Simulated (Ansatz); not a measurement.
# CeC (Fm-3m): a soft mode frozen in

Aim: this structure of CeC (Fm-3m) is to be tested for unstable modes, and one is followed downhill.

Program: Ansatz 0.2.0. Level of theory: DFT PBEsol, scalar-relativistic, plane waves, PAW. Results are calculated unless marked as measured.

### 1. The starting structure

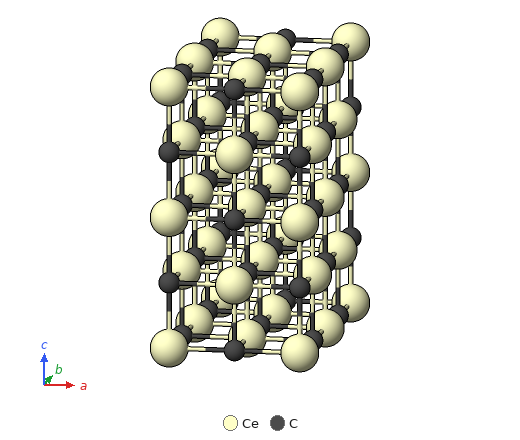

Start, viewed slightly off an axis; cerium light yellow, carbon dark grey. 1×2×2 cells are drawn. This picture shows the conventional cell, with its axes. Some periodic images of atoms are drawn too.

Structure file:

```cif
data_structure
_symmetry_space_group_name_H-M 'Fm-3m'
_symmetry_Int_Tables_number 225
_cell_length_a 5.1255
_cell_length_b 5.1255
_cell_length_c 5.1255
_cell_angle_alpha 90.000
_cell_angle_beta 90.000
_cell_angle_gamma 90.000
_cell_volume 134.65
loop_
_atom_site_label
_atom_site_type_symbol
_atom_site_symmetry_multiplicity
_atom_site_Wyckoff_symbol
_atom_site_fract_x
_atom_site_fract_y
_atom_site_fract_z
_atom_site_occupancy
Ce1 Ce 4 a 0.00000 0.00000 0.00000 1
C1 C 4 b 0.50000 0.00000 0.00000 1
```

### 2. The dispersion

The cell comes from relaxations at this level that are not shown. Stability and thermal properties need the whole zone. Linear response on a 4×4×4 q mesh gives force constants as far as a supercell of that size would.

Contents of input.yaml:

```yaml
crystal:
  lattice:
    - [0.0, 2.5627255829, 2.5627255829]
    - [2.5627255829, 0.0, 2.5627255829]
    - [2.5627255829, 2.5627255829, 0.0]
  atoms:
    - { symbol: Ce, position: [0.0, 0.0, 0.0] }
    - { symbol: C, position: [0.5, 0.5, 0.5] }
kpoints:
  mp_grid: { grid: [16, 16, 16] }
hamiltonian:
  xc: pbesol
scf:
  occupations: { method: methfessel_paxton, width: 0.2 }
output:
  eigenvalues: true
phonons:
  method: dfpt
  qmesh: [4, 4, 4]
  temperatures: { t_max: 1000, t_step: 50 }
  qpath:
    path:
      - [[0.0, 0.0, 0.0], [0.5, 0.0, 0.5], [0.625, 0.25, 0.625]]
      - [[0.375, 0.375, 0.75], [0.0, 0.0, 0.0], [0.5, 0.5, 0.5], [0.5, 0.25, 0.75], [0.5, 0.0, 0.5]]
    npoints: 10
```

On the command line:

```
> ansatz run input.yaml --threads 8 --pin off --max-ram 14336MiB --backend cpu --events-out ev --progress --plain --runs-dir out
```

Numbers of over 12 decimals in the logs are rounded to 6 here.

The program printed:

```text
band count auto-derived: 18 (N_el = 16.0; filled up to band 8; 12 by the electrons, moments and atoms)
Engine: ansatz 0.2.0, x86_64-unknown-linux-gnu
Pseudopotentials: kind: paw
Pseudopotential: Ce, paw, valence charge 12, recommended cutoff 420 eV (normal), Ce.paw.azcp
Pseudopotential: C, paw, valence charge 4, recommended cutoff 420 eV (normal), C.paw.azcp
Functional definition: PBEsol
  exchange = pbesol_x
  correlation = pbesol_c
Crystal: 2 atoms, lattice volume = 33.662 Å³
Basis set: ecut = 420 eV, 645 PW (Γ), exchange–correlation on 50×50×50 points (8 copies of the dense FFT grid, shifted against one another)
Bands: 18, of which v1, the nominal top of the filled ones, is band 8 counted from 1 (7 counted from 0)
Symmetry: 48 space group operations
k-points: 145 of 4096
Non-local potential: Ce, projectors of the file, l = 0: 3, l = 1: 2, l = 2: 2, l = 3: 3
Non-local potential: C, projectors of the file, l = 0: 2, l = 1: 2, l = 2: 1
PAW form: soft (Blöchl's): semilocal exchange-correlation on the pseudo side does not see the compensation charge
PAW frozen core: Ce, regenerated for the run's functional, and the local potential with it (the file was generated under x = pbe(κ = 0.804, μ = 0.219515), c = pbe(β = 0.066725))
PAW frozen core: C, regenerated for the run's functional, and the local potential with it (the file was generated under x = pbe(κ = 0.804, μ = 0.219515), c = pbe(β = 0.066725))
PAW one-centre angular grid: Ce, 590 points (default); XC on 64 Gauss nodes
PAW one-centre angular grid: C, 110 points (default); XC on 64 Gauss nodes
Initial density: superposition of atomic densities (chi_scale 0.1, normalization cell, long waves kept (reshape's long-wave potential 0.00 eV rms))
Initial wavefunctions: pseudopotential atomic-orbital guess
Functional: x = pbesol(κ = 0.804, μ = 0.123457), c = pbesol(β = 0.046)
SCF iter   1: F=—  HF=-6736.907374 eV  |F-HF|=—  |Δ(HF+E_count)|=         —  Δρ=2.46e-1  dr2=1.71e1  ethr=3.10e-3  ⟨swp⟩=5.1  Hψ=12229  notcnv=0
preconditioner: auto → none  [metal: Δε(μ)=0.014 eV  Ē_g=14.386 eV  σ=0.200 eV  W_gap=0.06  n_scr=8 (ndim 8)  ℏωp=23.9 eV  f_vac=0.003  D(μ)=0.36/eV (n_scr^D=0)  sad-step TF]
SCF iter   2: F=—  HF=-6732.627254 eV  |F-HF|=—  |Δ(HF+E_count)|=    4.28e0  S|Δr|=    0.00e0  Δρ=1.36e-1  dr2=5.44e0  ethr=3.10e-3  ⟨swp⟩=3.9  Hψ=7674  notcnv=0  defer=326
SCF iter   3: F=—  HF=-6734.878569 eV  |F-HF|=—  |Δ(HF+E_count)|=    2.25e0  S|Δr|=    0.00e0  Δρ=4.66e-1  dr2=7.61e1  ethr=3.10e-3  ⟨swp⟩=4.0  Hψ=7528  notcnv=0  defer=354  recentre
SCF iter   4: F=—  HF=-6732.802985 eV  |F-HF|=—  |Δ(HF+E_count)|=    2.08e0  S|Δr|=    0.00e0  Δρ=1.27e-1  dr2=4.78e0  ethr=3.10e-3  ⟨swp⟩=4.0  Hψ=7571  notcnv=0  defer=111
SCF iter   5: F=—  HF=-6731.662602 eV  |F-HF|=—  |Δ(HF+E_count)|=    1.14e0  S|Δr|=    0.00e0  Δρ=4.58e-2  dr2=6.73e-1  ethr=3.10e-3  ⟨swp⟩=3.2  Hψ=6959  notcnv=0  defer=252
SCF iter   6: F=—  HF=-6731.621860 eV  |F-HF|=—  |Δ(HF+E_count)|=   4.07e-2  S|Δr|=    0.00e0  Δρ=3.39e-2  dr2=4.04e-1  ethr=3.10e-3  ⟨swp⟩=2.0  Hψ=3811  notcnv=0  defer=253
SCF iter   7: F=—  HF=-6731.588034 eV  |F-HF|=—  |Δ(HF+E_count)|=   3.38e-2  S|Δr|=    0.00e0  Δρ=2.36e-2  dr2=1.94e-1  ethr=2.52e-3  ⟨swp⟩=2.0  Hψ=3335  notcnv=0  defer=253
SCF iter   8: F=—  HF=-6731.571117 eV  |F-HF|=—  |Δ(HF+E_count)|=   1.69e-2  S|Δr|=    0.00e0  Δρ=1.84e-2  dr2=1.21e-1  ethr=1.21e-3  ⟨swp⟩=3.7  Hψ=4988  notcnv=0  defer=253
SCF iter   9: F=—  HF=-6731.568232 eV  |F-HF|=—  |Δ(HF+E_count)|=   2.89e-3  S|Δr|=    0.00e0  Δρ=1.59e-2  dr2=8.90e-2  ethr=7.56e-4  ⟨swp⟩=1.3  Hψ=2687  notcnv=0  defer=213
SCF iter  10: F=—  HF=-6731.559062 eV  |F-HF|=—  |Δ(HF+E_count)|=   9.17e-3  S|Δr|=    0.00e0  Δρ=2.15e-3  dr2=1.61e-3  ethr=5.57e-4  ⟨swp⟩=2.0  Hψ=3185  notcnv=0  defer=213
SCF iter  11: F=—  HF=-6731.558881 eV  |F-HF|=—  |Δ(HF+E_count)|=   1.81e-4  S|Δr|=    0.00e0  Δρ=6.57e-4  dr2=1.46e-4  ethr=1.00e-5  ⟨swp⟩=1.1  Hψ=2449  notcnv=0  defer=210
SCF iter  12: F=—  HF=-6731.558862 eV  |F-HF|=—  |Δ(HF+E_count)|=   1.85e-5  S|Δr|=    0.00e0  Δρ=1.36e-4  dr2=2.79e-6  ethr=9.13e-7  ⟨swp⟩=1.2  Hψ=2464  notcnv=0  defer=210
SCF iter  13: F=—  HF=-6731.558863 eV  |F-HF|=—  |Δ(HF+E_count)|=   1.14e-6  S|Δr|=    0.00e0  Δρ=4.79e-5  dr2=5.96e-7  ethr=1.74e-8  ⟨swp⟩=2.2  Hψ=3137  notcnv=0  defer=210
SCF iter  14: F=—  HF=-6731.558864 eV  |F-HF|=—  |Δ(HF+E_count)|=   2.37e-7  S|Δr|=    0.00e0  Δρ=1.65e-5  dr2=5.99e-8  ethr=3.72e-9  ⟨swp⟩=1.0  Hψ=2596  notcnv=0  defer=210
SCF iter  15: F=—  HF=-6731.558864 eV  |F-HF|=—  |Δ(HF+E_count)|=   1.40e-9  S|Δr|=    0.00e0  Δρ=1.76e-6  dr2=3.82e-10  ethr=3.74e-10  ⟨swp⟩=1.9  Hψ=2994  notcnv=0  defer=210
SCF iter  16: F=—  HF=-6731.558864 eV  |F-HF|=—  |Δ(HF+E_count)|=  1.03e-10  S|Δr|=    0.00e0  Δρ=2.35e-7  dr2=1.56e-11  ethr=2.39e-12  ⟨swp⟩=2.1  Hψ=3595  notcnv=0  defer=210
SCF iter  17: F=-6731.558864 eV  HF=-6731.558864 eV  |F-HF|=1.82e-12  |Δ(HF+E_count)|=  1.82e-12  S|Δr|=    0.00e0  Δρ=6.90e-8  dr2=1.64e-12  ethr=1.00e-12  ⟨swp⟩=9.1  Hψ=11547  notcnv=0
SCF 1 converged in 17 iterations: F = -6731.558864 eV  dr2 = 1.64e-12
  greatest PAW one-centre occupation: 0.985 electrons in one spin orbital (limit 2), on the Ce atom at site 0 (counted from 0), in its partial waves of l = 0
Initial density: read from a saved state, or passed on in memory by an earlier SCF of this step, an earlier step, the calling program or the single point that the run made first
iter 1 solved again at ethr=3.37e-9 eV; its pass at ethr=3.10e-3 eV (dr2=5.40e-7 eV) is discarded
SCF iter   1: F=—  HF=-6731.558864 eV  |F-HF|=—  |Δ(HF+E_count)|=         —  Δρ=1.07e-7  dr2=1.06e-12  ethr=3.37e-9  ⟨swp⟩=3.7  Hψ=21515  notcnv=0
eigensolver tolerance schedule: the retry pair's looser diagonalisation over-reported the residual by 510878.55 of it (diagonalisation noise at 1.25 of the residual, at the tolerance the schedule requests for it); recorded, not acted on — ethr = c·dr2/N_el stays at c = 1.0e-1
preconditioner: auto → none  [metal: Δε(μ)=0.032 eV  Ē_g=10.954 eV  σ=0.200 eV  W_gap=0.13  n_scr=8 (ndim 8)  ℏωp=23.9 eV  f_vac=0.005  D(μ)=1.61/eV (n_scr^D=14)]
SCF iter   2: F=-6731.558864 eV  HF=-6731.558864 eV  |F-HF|=3.64e-12  |Δ(HF+E_count)|=   3.14e-8  S|Δr|=    0.00e0  Δρ=1.03e-7  dr2=1.33e-12  ethr=1.00e-12  ⟨swp⟩=6.8  Hψ=9464  notcnv=0
SCF 2 converged in 2 iterations: F = -6731.558864 eV  dr2 = 1.33e-12
phonons: the bands overlap, so this run is a metal and interpolates without the dipole-dipole term. If the crystal is really an insulator or semiconductor, its LO-TO splitting is missing
NSCF: frozen V_eff on 145 k-points
NSCF: frozen V_eff on 349 k-points
DFPT response loops at q = (0, 0, 0) (fractional): preconditioner auto → Kerker (q_TF=auto, 2.410 Å⁻¹) (partly filled bands, converged f_vac=0.005); β = 1.00, the filter's whole step (`scf.mixing.beta` (0.50) is not read by the response loops under this deck's `scf.mixing.preconditioner`; to damp them name `kerker` or `kerker_dos`, under which they read `scf.mixing.beta`, and type it under 1.00, their step now; both keys bind the ground state too); Broyden in place of MSR1
NSCF: frozen V_eff on 4352 k-points
DFPT response loops at q = (0, 0, 0.25) (fractional): mixed as the last ones told, above
NSCF: frozen V_eff on 2196 k-points
DFPT response loops at q = (0, 0, -0.5) (fractional): mixed as the last ones told, above
NSCF: frozen V_eff on 2320 k-points
DFPT response loops at q = (0, 0.25, 0.25) (fractional): mixed as the last ones told, above
NSCF: frozen V_eff on 8192 k-points
DFPT response loops at q = (0, 0.25, -0.5) (fractional): mixed as the last ones told, above
NSCF: frozen V_eff on 4352 k-points
DFPT response loops at q = (0, 0.25, -0.25) (fractional): mixed as the last ones told, above
NSCF: frozen V_eff on 1242 k-points
DFPT response loops at q = (0, -0.5, -0.5) (fractional): mixed as the last ones told, above
NSCF: frozen V_eff on 2320 k-points
DFPT response loops at q = (0.25, -0.5, -0.25) (fractional): mixed as the last ones told, above
SCF converged after 17 iterations
Stability not checked: this state was not tested for a lower state beside it, because cold or Methfessel-Paxton smearing, or corrected tetrahedra, fill the levels in a way that the test cannot read (fill_not_monotonic; see scf.lower_state_search)
Free energy (F): -6731.558864 eV
Harris-Foulkes:  -6731.558864 eV  (|F-HF|=1.82e-12)
Internal energy: -6731.564139 eV  (E = F + TS)
E sigma→0 (E₀):  -6731.560182 eV
Entropy (-TS):   0.005275 eV (2.638 meV/atom)
Fermi energy:    13.731949 eV
--- Per-component energies (eV) ---
  E_band       = 29.277096
  E_kinetic    = 468.602850
  E_local      = -352.232406  (includes V_loc(G=0)·N_el)
  E_nonlocal   = -29.783670
  E_hartree    = 111.120381
  E_xc         = -274.837731
  E_vxc        = -313.314126  (∫ρ·V_xc dr)
  E_paw        = -5477.255660  (= ΣΔE_a)
  E_vpaw       = 33.763668  (= ΣTr[D̂ρ^β])
  E_aug_tail   = 0.000006  (compensation charges beyond the density's cutoff)
  E_ewald      = -1177.425305
  E_core_change = 0.247396  (= ΣΔE_core)
  E_smearing   = 0.005275  (= −TS)
  E_closure    = 0.000000  (closes the sum)
  Σ components = -6731.558864   (vs F -6731.558864, Δ=0.00e0)
--- Band table (eV; the first three rows and the last of 145) ---
  k-point 0: bands = [... 4 lower, 4.5915, 13.0655, 13.0655, 13.0655, 14.0330, 14.7533, 14.7533, 14.7533, ... 6 higher]
  k-point 1: bands = [... 4 lower, 4.7053, 12.9806, 13.0200, 13.0200, 14.0186, 14.7140, 14.7140, 14.7539, ... 6 higher]
  k-point 2: bands = [... 4 lower, 5.0158, 12.7179, 12.8842, 12.8842, 13.9899, 14.6282, 14.6282, 14.7555, ... 6 higher]
  k-point 144: bands = [... 4 lower, 5.5111, 11.9021, 13.5511, 13.5511, 14.2221, 14.2221, 14.5118, 14.5118, ... 6 higher]
--- Phonons (Γ-DFPT): 2 representative perturbations + reference (Σ response iterations 9) ---
  ASR residual: 3.121e-5 → 0.000e0 eV/Å²; symmetrization residual: 2.493e-7 eV/Å²
  ASR residual per site (eV/Å²): 2.46e-5 3.12e-5
  Γ frequencies (cm⁻¹): 0.00 0.00 0.00 107.83 107.83 107.83
--- Phonons (arbitrary-q DFPT): 8 irreducible q on the 4×4×4 mesh ---
  q = [0.0000, 0.0000, 0.0000] (star 1, of the zone-centre solve; hermiticity 1.05e-6, symmetrization 1.83e-11): -0.00 0.00 0.00 107.83 107.83 107.83
  q = [0.0000, 0.0000, 0.2500] (star 8, 2 solved perturbations on 2176 of 4096 k-point pairs; hermiticity 5.60e-7, symmetrization 5.47e-13): 65.19 65.19 132.58 142.69 142.69 336.25
  q = [0.0000, 0.0000, -0.5000] (star 4, 2 solved perturbations on 1098 of 4096 k-point pairs; hermiticity 4.12e-14, symmetrization 8.60e-14): 101.63 101.63 208.67 218.91 218.91 447.85
  q = [0.0000, 0.2500, 0.2500] (star 6, 4 solved perturbations in 3616 linear systems a pass and spin channel, the states on 1160 of 4096 k-point pairs; hermiticity 1.16e-7, symmetrization 6.68e-14): 77.95 77.95 132.52 171.14 171.14 295.05
  q = [0.0000, 0.2500, -0.5000] (star 24, 4 solved perturbations in 12544 linear systems a pass and spin channel, the states on 4096 of 4096 k-point pairs; hermiticity 1.49e-7, symmetrization 2.22e-13): 105.91 126.81 160.08 180.81 191.65 340.74
  q = [0.0000, 0.2500, -0.2500] (star 12, 4 solved perturbations in 6672 linear systems a pass and spin channel, the states on 2176 of 4096 k-point pairs; hermiticity 9.22e-8, symmetrization 2.41e-13): 102.12 117.71 169.89 183.72 206.21 387.90
  q = [0.0000, -0.5000, -0.5000] (star 3, 4 solved perturbations in 1940 linear systems a pass and spin channel, the states on 621 of 4096 k-point pairs; hermiticity 7.44e-8, symmetrization 1.11e-13): -212.59 108.81 108.81 151.35 151.35 167.49
  q = [0.2500, -0.5000, -0.2500] (star 6, 4 solved perturbations in 3498 linear systems a pass and spin channel, the states on 1160 of 4096 k-point pairs; hermiticity 6.69e-8, symmetrization 1.31e-13): 142.27 144.79 144.79 151.78 151.78 300.50
  sum rule: each row above includes the acoustic sum rule's correction from the zone centre's row sums; it moved no ω² by more than (0.84 cm⁻¹)²
  mesh force constants: q→R imaginary residual 8.58e-19; ASR residual 3.121e-5 → 0.000e0 eV/Å²; symmetrization residual 5.329e-15 eV/Å²
  interpolated dispersion: 62 rows × 6 modes
  density of states and harmonic sums: on the 24×24×24 q-mesh, interpolated from the force constants of a 4×4×4 supercell (no non-analytic term)
  largest difference from the sums on the solved wave vectors: F 1.27e-2 eV, S 1.52e-5 and C_V 4.33e-6 eV/K
  zero-point energy: 0.064626 eV/cell   skipped modes (ω ≤ 0): 35, of them read as no rigid motion or as one in doubt: 32 (6.445e-2 modes/cell left out, lowest -212.59 cm⁻¹)   left out of the sums: 1.08e-2 of the cell's modes: C_V's classical limit lies that fraction below 3 k_B per atom; for a crystal, a wire or a layer, F and S can be off by more, and a phonons.interpolated_qmesh denser along its periods is the remedy for the sampling
```

Run time: 3.4 min. Hardware: 8 threads of Intel Xeon 6975P-C (Granite Rapids), shared host; peak memory 5.9 GiB.

This run has no spin polarisation, although Ce can carry a moment.

Numbers from this step:

```
volume per atom                                         : 16.83 Å³
gap on the k-mesh                                       : 0 eV
sum-rule residual before enforcement                    : 3.12e-5 eV/Å²
lowest frequency on the path                            : -212.6 cm⁻¹
point group                                             : m-3m
highest frequency on the path or at a solved wavevector : 447.9 cm⁻¹
highest optical mode at the zone centre (no LO-TO term) : 107.8 cm⁻¹
lowest optical zone-centre mode                         : 107.8 cm⁻¹
lowest mode on the q mesh (acoustic modes at Γ apart)   : -212.6 cm⁻¹
```

Frequencies (cm⁻¹) solved at each irreducible wavevector; negative means imaginary. Frequencies by wavevector, by row:

| q in reciprocal lattice units | star | mode 1 | mode 2 | mode 3 | mode 4 | mode 5 | mode 6 |
| --- | --- | --- | --- | --- | --- | --- | --- |
| 0 0 0 | 1 | 0 | 0 | 0 | 107.8 | 107.8 | 107.8 |
| 0 0 0.25 | 8 | 65.2 | 65.2 | 132.6 | 142.7 | 142.7 | 336.2 |
| 0 0 -0.5 | 4 | 101.6 | 101.6 | 208.7 | 218.9 | 218.9 | 447.9 |
| 0 0.25 0.25 | 6 | 78 | 78 | 132.5 | 171.1 | 171.1 | 295.1 |
| 0 0.25 -0.5 | 24 | 105.9 | 126.8 | 160.1 | 180.8 | 191.7 | 340.7 |
| 0 0.25 -0.25 | 12 | 102.1 | 117.7 | 169.9 | 183.7 | 206.2 | 387.9 |
| 0 -0.5 -0.5 | 3 | -212.6 | 108.8 | 108.8 | 151.3 | 151.3 | 167.5 |
| 0.25 -0.5 -0.25 | 6 | 142.3 | 144.8 | 144.8 | 151.8 | 151.8 | 300.5 |

Interpolated from a 4×4×4 q mesh. Phonon branches along the path, in cm⁻¹:

| point | branch 1 | branch 2 | branch 3 | branch 4 | branch 5 | branch 6 |
| --- | --- | --- | --- | --- | --- | --- |
| Γ | 0 | 0 | 0 | 108 | 108 | 108 |
| X | -213 | 109 | 109 | 151 | 151 | 168 |
| U | 109 | 112 | 154 | 160 | 166 | 294 |
| jump to K | 109 | 112 | 154 | 160 | 166 | 294 |
| Γ | 0 | 0 | 0 | 108 | 108 | 108 |
| L | 102 | 102 | 209 | 219 | 219 | 448 |
| W | 142 | 145 | 145 | 152 | 152 | 300 |
| X | -213 | 109 | 109 | 151 | 151 | 168 |

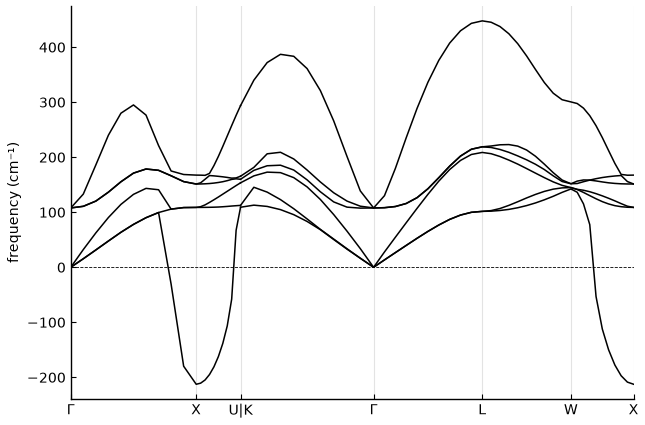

Phonon branches along the path.

Symmetry leaves 8 wavevectors to solve. The lowest mode among them, the acoustic zeros apart, lies at q = (0, -0.5, -0.5) and is imaginary, 212.6i cm⁻¹, so the energy falls along it.

### 3. The mode frozen in, largest atomic shift 0 Å

The mode followed lies at q = (0, -0.5, -0.5) with frequency 212.6i cm⁻¹, the softest among the wavevectors solved. At small amplitude the distorted cell has space group no. 129 by a symmetry search on the positions. The undistorted cell that holds it gives the zero of energy on the same k mesh.

System of this step: CeC. It takes space group Fm-3m (No. 225, cubic). The conventional cell has a = 5.125 Å, b = 5.125 Å, c = 5.125 Å, α = 90.00°, β = 90.00°, γ = 90.00°. Nearest to Ce lie 6 C at 2.56 Å. Nearest to C lie 6 Ce at 2.56 Å. Farther neighbours are not listed.

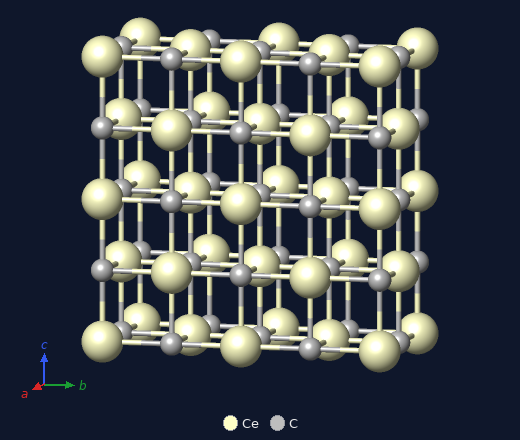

The cell of this step (cerium light yellow, carbon light grey). 1×2×2 conventional cells are drawn. Some periodic images of atoms are drawn too.

Contents of input.yaml:

```yaml
crystal:
  lattice:
    - [0.0, -2.5627255829, -2.5627255829]
    - [0.0, 2.5627255829, -2.5627255829]
    - [5.1254511658, 0.0, 0.0]
  atoms:
    - { symbol: Ce, position: [0.5, 0.5, 0.5] }
    - { symbol: Ce, position: [0.0, 0.0, 0.0] }
    - { symbol: C, position: [0.5, 0.5, 0.0] }
    - { symbol: C, position: [0.0, 0.0, 0.5] }
kpoints:
  mp_grid: { grid: [12, 12, 8] }
hamiltonian:
  xc: pbesol
scf:
  occupations: { method: methfessel_paxton, width: 0.2 }
output:
  forces: true
  stress: true
  eigenvalues: true
```

The program printed:

```text
[...]
Crystal: 4 atoms, lattice volume = 67.323 Å³
Basis set: ecut = 420 eV, 1297 PW (Γ), exchange–correlation on 50×50×72 points (8 copies of the dense FFT grid, shifted against one another)
Bands: 35, of which v1, the nominal top of the filled ones, is band 16 counted from 1 (15 counted from 0)
Symmetry: 32 space group operations
[...]
k-points: 140 of 1152
[...]
k-point 0: bands = [... 12 lower, 13.0658, 13.0658, 13.4746, 13.4746, 14.0343, 14.3927, 14.4535, 14.5196, ... 15 higher]
  k-point 1: bands = [... 12 lower, 13.0648, 13.0648, 13.4514, 13.4514, 14.0129, 14.1085, 14.4029, 14.5212, ... 15 higher]
  k-point 2: bands = [... 12 lower, 13.0731, 13.1483, 13.2603, 13.3853, 13.3853, 13.9430, 14.4332, 14.5368, ... 15 higher]
  k-point 139: bands = [... 12 lower, 13.5508, 13.5508, 13.5508, 13.5508, 14.2228, 14.2228, 14.2228, 14.2228, ... 15 higher]
[key lines of the parts left out:]
SCF converged after 11 iterations
Free energy (F): -13463.117834 eV
Fermi energy:    13.735094 eV
P = ⅓ Tr σ = -0.0669 GPa (-0.669 kbar)
```

Elapsed: 2.1 s, on 8 threads; peak memory 0.63 GiB; 14 s of CPU time.

Numbers from this step:

```yaml
pressure: -0.06688 GPa
energy_from_the_undistorted_cell: 0 meV/atom
```

The run ends at a pressure of -0.07 GPa.

[end of part 1 of 3]

[Logs are printed without paths, hosts, clocks, repeated set-up lines and the standing remarks that a program may print on its own settings, such as how far it seeks lower states.]

[Hosts, paths, dates, database ids (printed as entryN), source tags and the programs' standing remarks are cut or masked in the printed files.]
